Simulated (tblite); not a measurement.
# Frequency calculation, with input and output: C$_{2}$H$_{4}$BF$_{2}$Si

The run: frequency calculation of C$_{2}$H$_{4}$BF$_{2}$Si, multiplicity 2. Method and program: GFN2-xTB harmonic vibrations, gas phase (tblite 0.8.0).

It belongs to a series of runs on one base structure; here: H removed from B.

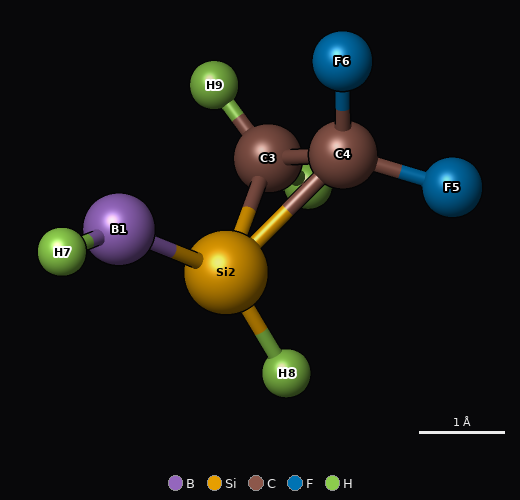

*The structure (ball-and-stick view, seen at a tilt; atoms are numbered from 1 in the order of the input).*

Summary

```tsv
quantity	value
outcome	converged
total energy	−506.0231 eV
zero-point energy	34.6420 kcal/mol
hardware	1 CPU thread, shared host
peak memory	0.18 GiB
```

The input
```
{"job": {"kind": "ir", "xc": "GFN2-xTB", "basis": "xTB"}, "charge": 0, "multiplicity": 2}
B      2.191781     0.131495     0.499535
Si     0.703016    -0.707155    -0.201749
C     -1.002151    -0.266082     0.630069
C     -0.714898     0.617578    -0.508524
F     -1.467026     0.503435    -1.627431
F     -0.520228     1.938275    -0.285430
H      3.337054     0.282748     0.509709
H      0.316938    -1.787336    -1.125689
H     -0.993957     0.223414     1.591333
H     -1.841647    -0.931717     0.495650
```

The first line tells a small driver script what to run in tblite; the rest is the geometry in Å.

Launch command:
```bash
OMP_NUM_THREADS=1 python <driver script> task.json out
```

The program's output
```
mode    cm-1     km/mol
  1      86.0      1.03
  2     149.3      0.63
  3     201.2      5.44
  4     311.0     36.80
  5     346.7      4.47
  6     406.0      9.20
  7     440.5     11.35
  8     459.3     17.82
  9     533.3     32.61
 10     583.2     68.73
 11     603.9      6.46
 12     673.7      5.35
 13     751.3     46.43
 14     839.2    326.01
 15     930.5     49.23
 16     962.9     40.61
 17     994.0     44.13
 18    1138.4    100.85
 19    1288.4    132.16
 20    1404.1     34.08
 21    2181.1    231.70
 22    2773.4     89.04
 23    3073.0      6.12
 24    3102.1      8.74
```

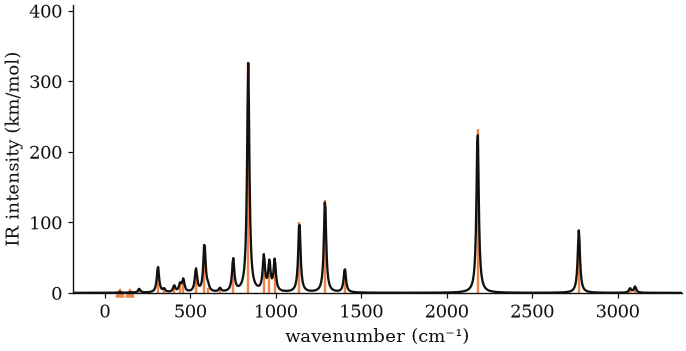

*Harmonic infrared spectrum, unscaled: sticks (degenerate modes added up, dark ones marked on the axis) with a Lorentzian envelope of 16 cm⁻¹ full width, scaled to the tallest stick.*

24 modes from 86 to 3102 cm⁻¹, none imaginary. The strongest line is at 839 cm⁻¹ (326 km/mol).
